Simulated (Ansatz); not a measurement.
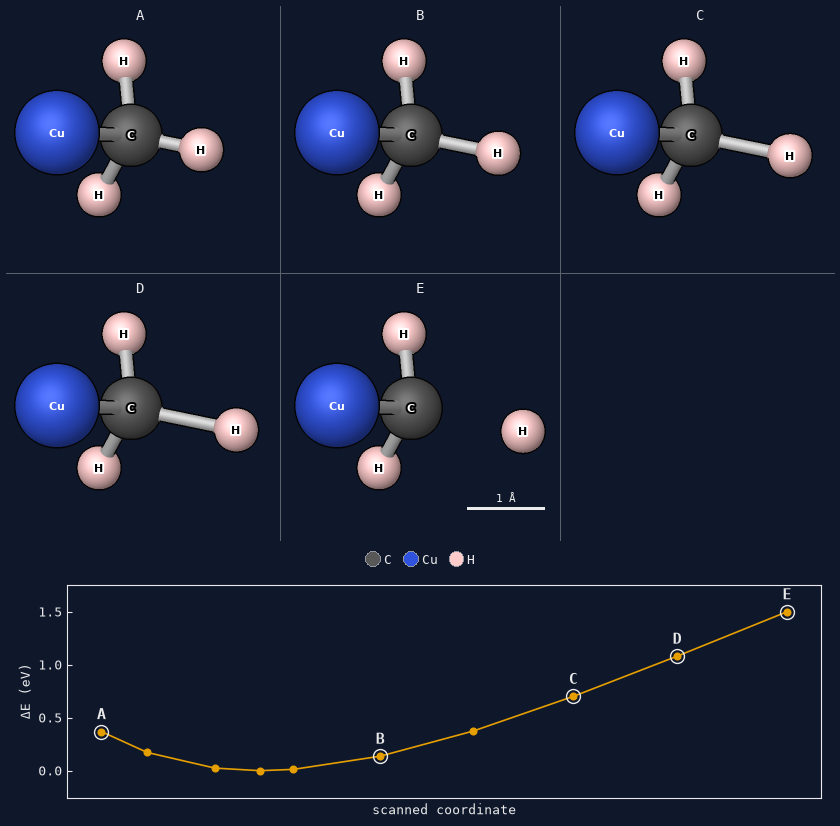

Frames of a one-coordinate scan of CH₃Cu. Style: ball-and-stick. Shown from a free direction.

Single-point energies from Ansatz with r2SCAN-D4 in the def2-TZVPP basis, on geometries moved rigidly from the minimum at PBE0-D4/def2-TZVP. Energies are counted from the PBE0-D4/def2-TZVP minimum geometry at the same level.

Which coordinate changes from frame to frame?

One C–H bond length is varied, with the rest of the molecule carried along rigidly. In the frames the distance is 0.960 Å (A), 1.191 Å (B), 1.351 Å (C), 1.437 Å (D), 1.528 Å (E). The lowest computed point lies at the distance 1.091 Å (0.000 eV). The curvature at the lowest point is about 34 eV/Å² (5.4 mdyn/Å). The well is steeper on the short side, as for any bond.
